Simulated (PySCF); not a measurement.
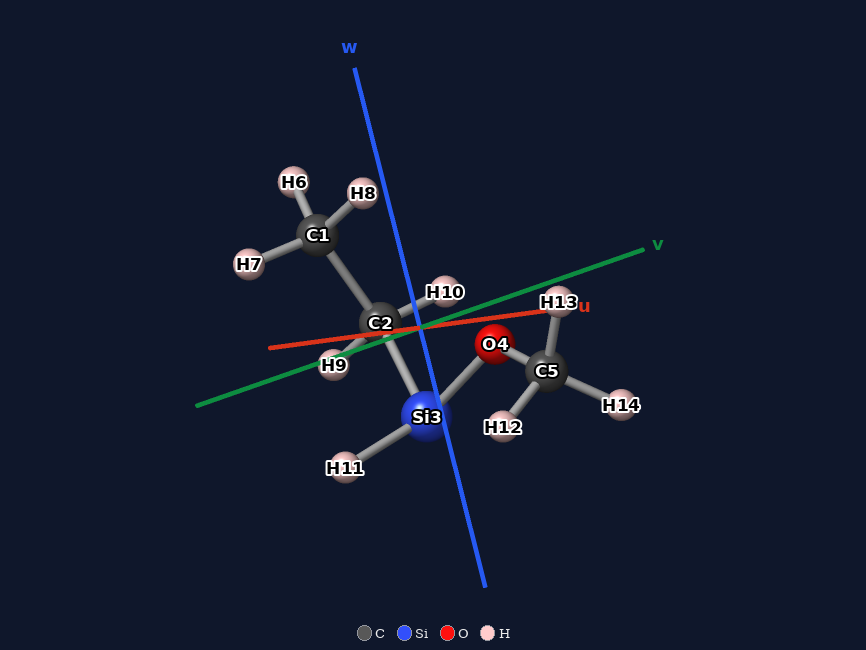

The lines u, v and w are the principal axes of the g tensor. State: neutral, doublet. Computed geometry: GFN2-xTB optimisation. No frequency run is at hand to confirm it as a minimum. Properties computed with UKS B3LYP, pcH-1 on C H O Si, non-relativistic, mean-field spin-orbit, GIAO (PySCF 2.14.0).

Along which axis does g lie farthest from the free-electron value?

Along v: the shift is 1415 ppm.

Give the principal values and shifts.

```json
{"axis": "u", "g": "2.00194", "shift (ppm)": "−380"}
{"axis": "v", "g": "2.00373", "shift (ppm)": "1415"}
{"axis": "w", "g": "2.00227", "shift (ppm)": "−49"}
```

The geometry is semi-empirical. Around Si such bond lengths and angles can be off by a tenth of an ångström or more and by several degrees, and values that hang on the shape move with them.
